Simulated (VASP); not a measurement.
Band structure of ZnHgTe₂ (space group R3m). Computed with LDA (Ceperley-Alder, Perdew-Zunger), VASP's LDA PAW potentials (set 64) (plane waves; VASP).

Unless said otherwise, spin-orbit coupling is left out, though it shifts the bands of the heavy elements here.

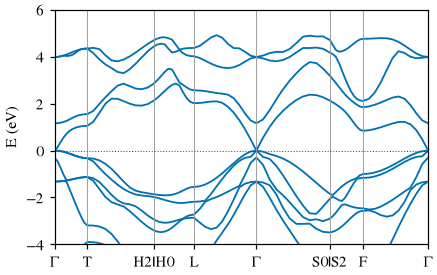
*Bands along high-symmetry lines, zero at the valence-band maximum or, without a gap, the Fermi level*

Question: Read the plot: is there a gap, and where are the band edges?

Answer: It has no gap at this level: it comes out as a metal or semimetal. (Edges off the drawn lines would not show.)

The structure comes from a computed database's ZnHgTe2 entry (R3m); how it stands against other phases isn't given here. It was relaxed first, which changed the volume by -9 %.
